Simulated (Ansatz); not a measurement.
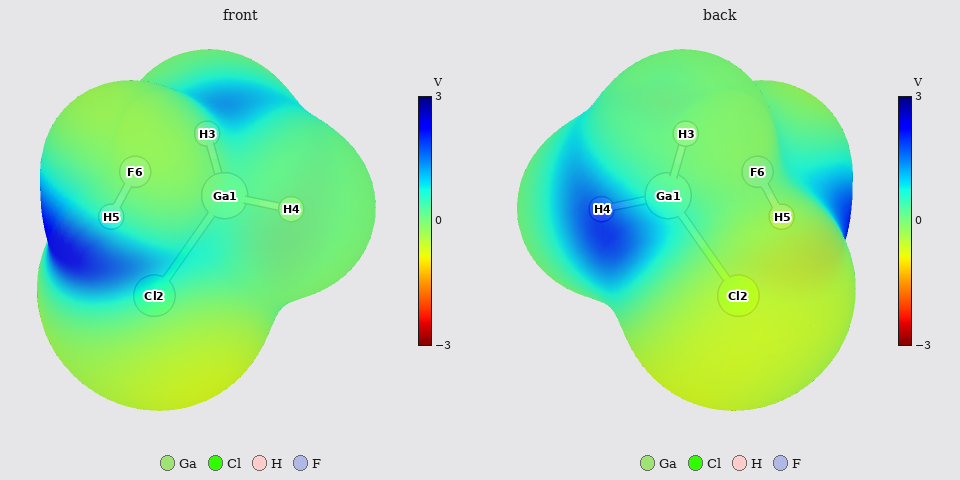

Figure. ClGaH2···HF. The molecular electrostatic potential painted on the density surface at 0.001 e/bohr³, seen from the front and from behind; the colour scale runs from red (negative) to blue (positive).

The calculation used RKS PBE0-D4/def2-mTZVP in Ansatz.

Input file:

```
crystal:
  periodic: [false, false, false]
  atoms:
    - { symbol: Ga, position_ang: [-0.633087, -0.587087, -0.666373] }
    - { symbol: Cl, position_ang: [0.885037, 0.873861, -1.381648] }
    - { symbol: H, position_ang: [-0.081474, -2.032996, -0.530106] }
    - { symbol: H, position_ang: [-2.046221, 0.031451, -0.482233] }
    - { symbol: H, position_ang: [1.178618, 1.092612, 1.220929] }
    - { symbol: F, position_ang: [0.697228, 0.622158, 1.839331] }
basis:
  gaussian: { orbitals: def2-mTZVP }
hamiltonian:
  xc: pbe0
  dispersion: d4
relax:
  f_tol: 0.03
  max_steps: 50
output:
  orbitals: {}
```

Command:

```sh
ansatz run input.yaml --threads 2 --pin off --max-ram 3072MiB --backend cpu --events-out ev --progress --plain --runs-dir out
```

The fields are those of the run's last geometry, not of the input's.

Where is the surface potential most negative and most positive?

The most negative region (about −0.7 V) lies over Cl2, the most positive (about +2.3 V) over H5.
